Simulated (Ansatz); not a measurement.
Run report: Si$_{2}$H$_{6}$O, geometry relaxation (part 2 of 2)

Si$_{2}$H$_{6}$O; RKS PBE0-D4/def2-TZVP (Ansatz 0.2.0). 

Geometry of the input (Å):
```
Si -1.0469  0.8917  -0.8011
H  -0.0267  1.9367  -1.1121
O  -0.3089  -0.5467  -0.6196
Si 0.2614  -1.7024  0.3929
H  -1.9967  0.8166  -1.9368
H  -1.7601  1.2869  0.4407
H  -0.0812  -1.3679  1.7990
H  1.7321  -1.8086  0.2396
H  -0.3697  -2.9949  0.0251
```

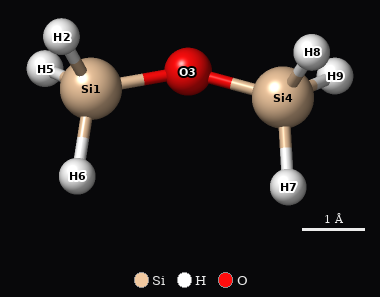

**Figure 1.** The geometry at step 20 of the log (ball-and-stick view, seen at a tilt; atoms are numbered from 1 in the order of the input).

## Trajectory as extended XYZ, continued
```
9
Properties=species:S:1:pos:R:3:forces:R:3 step=9 energy=-17894.42288
Si   -1.0271    0.9002   -0.8064   -0.0014  -0.0026   0.0017
H     0.0222    1.8607   -1.2344   -0.0050  -0.0052   0.0004
O    -0.3785   -0.5910   -0.6427   -0.0092   0.0131   0.0039
Si    0.2322   -1.7069    0.3826    0.0133  -0.0097   0.0044
H    -2.0961    0.8444   -1.8335    0.0064   0.0000   0.0010
H    -1.6040    1.3517    0.4884    0.0037  -0.0007  -0.0054
H    -0.2360   -1.4391    1.7692   -0.0004  -0.0035  -0.0085
H     1.7166   -1.6575    0.3521   -0.0080  -0.0005  -0.0006
H    -0.2259   -3.0511   -0.0475    0.0007   0.0090   0.0032
9
Properties=species:S:1:pos:R:3:forces:R:3 step=10 energy=-17894.42291
Si   -1.0274    0.9001   -0.8060    0.0108   0.0019  -0.0050
H     0.0239    1.8547   -1.2421   -0.0038  -0.0030   0.0001
O    -0.3840   -0.5930   -0.6417   -0.0072   0.0070   0.0115
Si    0.2312   -1.7072    0.3832    0.0053  -0.0079  -0.0080
H    -2.1002    0.8458   -1.8291    0.0006   0.0001   0.0044
H    -1.5944    1.3591    0.4904   -0.0023  -0.0036  -0.0050
H    -0.2445   -1.4467    1.7683    0.0012  -0.0015  -0.0033
H     1.7153   -1.6486    0.3575   -0.0048   0.0016   0.0019
H    -0.2166   -3.0527   -0.0528    0.0002   0.0054   0.0035
9
Properties=species:S:1:pos:R:3:forces:R:3 step=11 energy=-17894.42294
Si   -1.0269    0.9006   -0.8059    0.0060  -0.0007  -0.0075
H     0.0263    1.8500   -1.2484   -0.0025  -0.0011   0.0013
O    -0.3886   -0.5945   -0.6403   -0.0013   0.0001   0.0163
Si    0.2306   -1.7079    0.3834   -0.0026   0.0004  -0.0133
H    -2.1035    0.8471   -1.8247   -0.0007   0.0011   0.0007
H    -1.5888    1.3647    0.4907   -0.0001  -0.0019  -0.0016
H    -0.2499   -1.4533    1.7676    0.0005  -0.0002   0.0019
H     1.7142   -1.6411    0.3619   -0.0010   0.0001   0.0007
H    -0.2100   -3.0542   -0.0568    0.0017   0.0021   0.0016
9
Properties=species:S:1:pos:R:3:forces:R:3 step=12 energy=-17894.42298
Si   -1.0265    0.9013   -0.8060    0.0004  -0.0012  -0.0069
H     0.0301    1.8425   -1.2572    0.0007   0.0009   0.0008
O    -0.3972   -0.5971   -0.6371    0.0053  -0.0096   0.0199
Si    0.2294   -1.7090    0.3840   -0.0092   0.0103  -0.0167
H    -2.1083    0.8502   -1.8192   -0.0016   0.0008  -0.0030
H    -1.5804    1.3740    0.4907    0.0005   0.0001   0.0027
H    -0.2571   -1.4644    1.7676   -0.0006   0.0015   0.0054
H     1.7122   -1.6293    0.3675    0.0034  -0.0001  -0.0007
H    -0.1989   -3.0568   -0.0626    0.0011  -0.0026  -0.0016
9
Properties=species:S:1:pos:R:3:forces:R:3 step=13 energy=-17894.42303
Si   -1.0262    0.9027   -0.8061   -0.0049  -0.0024  -0.0047
H     0.0386    1.8265   -1.2735    0.0020   0.0012   0.0021
O    -0.4160   -0.6024   -0.6292    0.0120  -0.0208   0.0229
Si    0.2266   -1.7113    0.3855   -0.0139   0.0238  -0.0197
H    -2.1164    0.8568   -1.8104   -0.0016   0.0008  -0.0052
H    -1.5651    1.3934    0.4902    0.0025   0.0017   0.0036
H    -0.2697   -1.4866    1.7690   -0.0004   0.0005   0.0048
H     1.7080   -1.6053    0.3768    0.0031  -0.0016  -0.0014
H    -0.1765   -3.0622   -0.0746    0.0011  -0.0031  -0.0025
9
Properties=species:S:1:pos:R:3:forces:R:3 step=14 energy=-17894.41787 accepted=F
Si   -1.0281    0.9105   -0.8066    0.0684  -0.0532   0.0562
H     0.0922    1.7312   -1.3571   -0.1078  -0.0837   0.0648
O    -0.5318   -0.6342   -0.5768    0.0217   0.0356   0.0529
Si    0.2099   -1.7249    0.3952    0.0251   0.0364  -0.0420
H    -2.1563    0.8970   -1.7719    0.0339   0.0065   0.0179
H    -1.4867    1.5058    0.4853    0.0550  -0.0528  -0.1113
H    -0.3305   -1.6123    1.7833    0.0603  -0.0307  -0.1133
H     1.6841   -1.4672    0.4178   -0.1814  -0.0455   0.0066
H    -0.0495   -3.0944   -0.1416    0.0247   0.1873   0.0681
9
Properties=species:S:1:pos:R:3:forces:R:3 step=15 energy=-17894.42173 accepted=F
Si   -1.0300    0.9024   -0.8061    0.0400   0.0026   0.0246
H     0.0431    1.8203   -1.2678   -0.0066  -0.0073  -0.0065
O    -0.4235   -0.6026   -0.6117   -0.1324   0.2159  -0.1835
Si    0.2247   -1.7091    0.3854    0.1213  -0.1963   0.1672
H    -2.1107    0.8540   -1.8204   -0.0047  -0.0051   0.0034
H    -1.5710    1.4037    0.4858   -0.0130  -0.0064  -0.0140
H    -0.2607   -1.4937    1.7750    0.0025  -0.0069  -0.0015
H     1.7068   -1.6036    0.3669   -0.0022   0.0028   0.0037
H    -0.1754   -3.0600   -0.0794   -0.0048   0.0006   0.0066
9
Properties=species:S:1:pos:R:3:forces:R:3 step=16 energy=-17894.42311
Si   -1.0278    0.9031   -0.8061   -0.0009  -0.0006  -0.0009
H     0.0424    1.8228   -1.2697    0.0007  -0.0002   0.0008
O    -0.4235   -0.6036   -0.6234    0.0008  -0.0028   0.0047
Si    0.2264   -1.7116    0.3861   -0.0016   0.0032  -0.0027
H    -2.1134    0.8589   -1.8157    0.0000   0.0004  -0.0015
H    -1.5697    1.3980    0.4874    0.0000   0.0007   0.0001
H    -0.2641   -1.4905    1.7726    0.0005  -0.0002   0.0007
H     1.7077   -1.6025    0.3711    0.0001   0.0001  -0.0009
H    -0.1749   -3.0630   -0.0745    0.0003  -0.0005  -0.0004
9
Properties=species:S:1:pos:R:3:forces:R:3 step=17 energy=-17894.42318
Si   -1.0306    0.9040   -0.8056    0.0039  -0.0015   0.0004
H     0.0527    1.8120   -1.2628   -0.0029  -0.0022   0.0024
O    -0.4425   -0.6075   -0.6108   -0.0165   0.0222  -0.0170
Si    0.2257   -1.7128    0.3876    0.0141  -0.0175   0.0192
H    -2.1067    0.8653   -1.8259    0.0032  -0.0009   0.0037
H    -1.5800    1.4097    0.4808    0.0006  -0.0011  -0.0046
H    -0.2522   -1.5012    1.7802    0.0018  -0.0012  -0.0057
H     1.7064   -1.5923    0.3587   -0.0055  -0.0007  -0.0003
H    -0.1696   -3.0657   -0.0746    0.0012   0.0030   0.0019
9
Properties=species:S:1:pos:R:3:forces:R:3 step=18 energy=-17894.42320
Si   -1.0357    0.9054   -0.8055    0.0217  -0.0061   0.0143
H     0.0710    1.7921   -1.2513   -0.0135  -0.0110  -0.0007
O    -0.4776   -0.6152   -0.5905   -0.0259   0.0351  -0.0221
Si    0.2241   -1.7149    0.3905    0.0244  -0.0213   0.0207
H    -2.0975    0.8769   -1.8414    0.0107  -0.0017   0.0106
H    -1.5930    1.4316    0.4696   -0.0024  -0.0066  -0.0127
H    -0.2354   -1.5208    1.7925    0.0059  -0.0003  -0.0176
H     1.7032   -1.5724    0.3390   -0.0185   0.0036   0.0035
H    -0.1559   -3.0712   -0.0752   -0.0025   0.0084   0.0040
9
Properties=species:S:1:pos:R:3:forces:R:3 step=19 energy=-17894.42295 accepted=F
Si   -1.0265    0.9023   -0.8059   -0.0009  -0.0093  -0.0091
H     0.0358    1.8334   -1.2656   -0.0023  -0.0029   0.0064
O    -0.4093   -0.6010   -0.6334    0.0175  -0.0294   0.0441
Si    0.2280   -1.7111    0.3852   -0.0219   0.0460  -0.0372
H    -2.1124    0.8560   -1.8154    0.0019  -0.0005  -0.0006
H    -1.5736    1.3847    0.4904    0.0059  -0.0005  -0.0004
H    -0.2631   -1.4764    1.7693    0.0015  -0.0010  -0.0023
H     1.7103   -1.6152    0.3714   -0.0036  -0.0027  -0.0003
H    -0.1860   -3.0611   -0.0682    0.0019   0.0003  -0.0005
9
Properties=species:S:1:pos:R:3:forces:R:3 step=20 energy=-17894.42245 accepted=F
Si   -1.0285    0.9027   -0.8061    0.0021   0.0009   0.0023
H     0.0581    1.8014   -1.2712    0.0059   0.0081  -0.0105
O    -0.4530   -0.6144   -0.6214    0.0714  -0.1387   0.1247
Si    0.2238   -1.7148    0.3885   -0.0746   0.1356  -0.1392
H    -2.1166    0.8729   -1.8116   -0.0105   0.0059  -0.0244
H    -1.5615    1.4158    0.4832   -0.0013  -0.0030   0.0216
H    -0.2697   -1.5083    1.7741   -0.0063   0.0072   0.0276
H     1.7013   -1.5726    0.3686    0.0179  -0.0023   0.0062
H    -0.1506   -3.0712   -0.0765   -0.0046  -0.0138  -0.0083
9
Properties=species:S:1:pos:R:3:forces:R:3 step=21 energy=-17894.42328
Si   -1.0343    0.9048   -0.8051    0.0152  -0.0047   0.0056
H     0.0696    1.7923   -1.2552   -0.0083  -0.0061   0.0014
O    -0.4753   -0.6159   -0.5959   -0.0043  -0.0014   0.0064
Si    0.2239   -1.7151    0.3900    0.0033   0.0122  -0.0077
H    -2.1001    0.8774   -1.8363    0.0039  -0.0003   0.0037
H    -1.5877    1.4288    0.4723   -0.0005  -0.0041  -0.0055
H    -0.2410   -1.5189    1.7891    0.0022   0.0002  -0.0069
H     1.7024   -1.5704    0.3442   -0.0102   0.0005   0.0018
H    -0.1543   -3.0716   -0.0754   -0.0013   0.0038   0.0013
9
Properties=species:S:1:pos:R:3:forces:R:3 step=22 energy=-17894.42214 accepted=F
Si   -1.0436    0.9072   -0.8038    0.0718  -0.0617   0.0311
H     0.1143    1.7411   -1.2336   -0.0598  -0.0450   0.0151
O    -0.5609   -0.6369   -0.5542    0.0423  -0.0178   0.0838
Si    0.2196   -1.7209    0.3960   -0.0328   0.1209  -0.0893
H    -2.0814    0.9079   -1.8647    0.0254  -0.0049   0.0143
H    -1.6114    1.4792    0.4481    0.0142  -0.0201  -0.0275
H    -0.2087   -1.5656    1.8133    0.0143   0.0059  -0.0375
H     1.6924   -1.5143    0.3038   -0.0719  -0.0013   0.0106
H    -0.1169   -3.0863   -0.0773   -0.0037   0.0240  -0.0006
9
Properties=species:S:1:pos:R:3:forces:R:3 step=23 energy=-17894.42206 accepted=F
Si   -1.0282    0.9006   -0.8010   -0.1451   0.0513  -0.0538
H     0.0765    1.7821   -1.2496    0.0526   0.0215   0.0059
O    -0.4920   -0.6255   -0.5978    0.0305   0.0134  -0.0511
Si    0.2239   -1.7096    0.3859   -0.0272  -0.1219   0.0829
H    -2.0919    0.8817   -1.8342    0.0013   0.0127  -0.0100
H    -1.5911    1.4205    0.4721    0.0191   0.0169   0.0258
H    -0.2374   -1.5132    1.7851    0.0013   0.0083   0.0184
H     1.6985   -1.5572    0.3394    0.0448   0.0095  -0.0180
H    -0.1551   -3.0680   -0.0721    0.0227  -0.0118  -0.0001
9
Properties=species:S:1:pos:R:3:forces:R:3 step=24 energy=-17894.42335
Si   -1.0342    0.9035   -0.8044    0.0018  -0.0003   0.0012
H     0.0742    1.7867   -1.2503   -0.0007  -0.0015   0.0006
O    -0.4839   -0.6203   -0.5963   -0.0011  -0.0021   0.0011
Si    0.2231   -1.7143    0.3892    0.0003   0.0027  -0.0019
H    -2.0971    0.8822   -1.8384    0.0010   0.0005   0.0000
H    -1.5894    1.4274    0.4718   -0.0002  -0.0008  -0.0006
H    -0.2383   -1.5172    1.7891    0.0004   0.0003  -0.0009
H     1.7005   -1.5638    0.3395   -0.0015   0.0009  -0.0002
H    -0.1517   -3.0728   -0.0726   -0.0002   0.0003   0.0006
9
Properties=species:S:1:pos:R:3:forces:R:3 step=25 energy=-17894.42348
Si   -1.0366    0.9014   -0.8024   -0.0053  -0.0040  -0.0098
H     0.0944    1.7622   -1.2360    0.0008  -0.0014   0.0042
O    -0.5220   -0.6338   -0.5861    0.0124  -0.0109   0.0134
Si    0.2206   -1.7144    0.3893   -0.0138   0.0141  -0.0133
H    -2.0862    0.8986   -1.8499    0.0005   0.0021   0.0005
H    -1.5981    1.4381    0.4655    0.0017   0.0019   0.0029
H    -0.2253   -1.5262    1.7951    0.0002   0.0007   0.0044
H     1.6942   -1.5359    0.3206   -0.0011  -0.0014  -0.0023
H    -0.1376   -3.0785   -0.0686    0.0046  -0.0012   0.0000
9
Properties=species:S:1:pos:R:3:forces:R:3 step=26 energy=-17894.42340 accepted=F
Si   -1.0426    0.9002   -0.7998    0.0037  -0.0369  -0.0089
H     0.1293    1.7217   -1.2082   -0.0280  -0.0251   0.0158
O    -0.5878   -0.6522   -0.5565    0.0180   0.0293   0.0178
Si    0.2162   -1.7154    0.3911   -0.0031   0.0260  -0.0089
H    -2.0642    0.9222   -1.8762    0.0237  -0.0022   0.0172
H    -1.6229    1.4652    0.4480    0.0138  -0.0014  -0.0105
H    -0.1928   -1.5481    1.8120    0.0052  -0.0003  -0.0215
H     1.6840   -1.4950    0.2820   -0.0373  -0.0016  -0.0027
H    -0.1159   -3.0872   -0.0647    0.0040   0.0122   0.0017
9
Properties=species:S:1:pos:R:3:forces:R:3 step=27 energy=-17894.42355
Si   -1.0399    0.8999   -0.8021    0.0048  -0.0017   0.0060
H     0.1115    1.7409   -1.2226   -0.0067  -0.0093  -0.0033
O    -0.5549   -0.6437   -0.5733    0.0095  -0.0042   0.0156
Si    0.2173   -1.7143    0.3908   -0.0017   0.0096  -0.0217
H    -2.0782    0.9107   -1.8612    0.0088   0.0004   0.0044
H    -1.6047    1.4524    0.4578   -0.0028  -0.0033  -0.0025
H    -0.2132   -1.5371    1.8032    0.0008  -0.0004  -0.0061
H     1.6877   -1.5144    0.3033   -0.0083   0.0056   0.0025
H    -0.1223   -3.0829   -0.0682   -0.0046   0.0033   0.0050
9
Properties=species:S:1:pos:R:3:forces:R:3 step=28 energy=-17894.42355
Si   -1.0433    0.8986   -0.7984    0.0219  -0.0209  -0.0174
H     0.1283    1.7176   -1.2086   -0.0131  -0.0062   0.0138
O    -0.5869   -0.6530   -0.5592    0.0000   0.0115   0.0097
Si    0.2157   -1.7150    0.3896   -0.0053   0.0267   0.0052
H    -2.0628    0.9230   -1.8756    0.0015  -0.0019   0.0157
H    -1.6182    1.4630    0.4518    0.0025  -0.0019  -0.0102
H    -0.1957   -1.5459    1.8089    0.0021  -0.0022  -0.0078
H     1.6819   -1.4894    0.2832   -0.0185  -0.0111  -0.0053
H    -0.1157   -3.0873   -0.0640    0.0089   0.0060  -0.0036
9
Properties=species:S:1:pos:R:3:forces:R:3 step=29 energy=-17894.42364
Si   -1.0421    0.8981   -0.7991   -0.0047  -0.0198  -0.0001
H     0.1322    1.7148   -1.2040   -0.0073  -0.0020   0.0035
O    -0.5908   -0.6543   -0.5579    0.0010   0.0126   0.0063
Si    0.2150   -1.7137    0.3905   -0.0017   0.0072  -0.0092
H    -2.0624    0.9238   -1.8748    0.0074   0.0004  -0.0025
H    -1.6213    1.4632    0.4483    0.0076   0.0031   0.0010
H    -0.1944   -1.5454    1.8101    0.0036   0.0006  -0.0025
H     1.6801   -1.4885    0.2780   -0.0064  -0.0014   0.0038
H    -0.1131   -3.0864   -0.0634    0.0004  -0.0007  -0.0002
9
Properties=species:S:1:pos:R:3:forces:R:3 step=30 energy=-17894.42370
Si   -1.0434    0.8984   -0.7988    0.0001  -0.0009   0.0004
H     0.1317    1.7136   -1.2028    0.0003   0.0002   0.0000
O    -0.5936   -0.6527   -0.5517   -0.0002   0.0000   0.0005
Si    0.2150   -1.7143    0.3909   -0.0005   0.0006  -0.0004
H    -2.0595    0.9219   -1.8783    0.0001  -0.0002  -0.0006
H    -1.6231    1.4687    0.4459   -0.0004   0.0008   0.0001
H    -0.1901   -1.5500    1.8120    0.0004  -0.0004   0.0006
H     1.6795   -1.4883    0.2764    0.0004   0.0001  -0.0002
H    -0.1133   -3.0860   -0.0659   -0.0002  -0.0002  -0.0004
```

## Key numbers

```json
{"quantity": "outcome", "value": "converged"}
{"quantity": "total energy", "value": "−17894.4237 eV"}
{"quantity": "mean-field energy", "value": "−17894.2885 eV"}
{"quantity": "dispersion energy", "value": "−0.1352 eV"}
{"quantity": "SCF solution under orbital rotations", "value": "stable"}
{"quantity": "largest force (length of the vector) at the end", "value": "0.001 eV/Å"}
{"quantity": "dipole moment", "value": "0.28 D"}
{"quantity": "hardware", "value": "4 threads of AMD EPYC, 180 GiB of memory available, shared host"}
{"quantity": "wall time", "value": "91 s (CPU time 4.5 min)"}
{"quantity": "peak memory", "value": "0.56 GiB"}
```
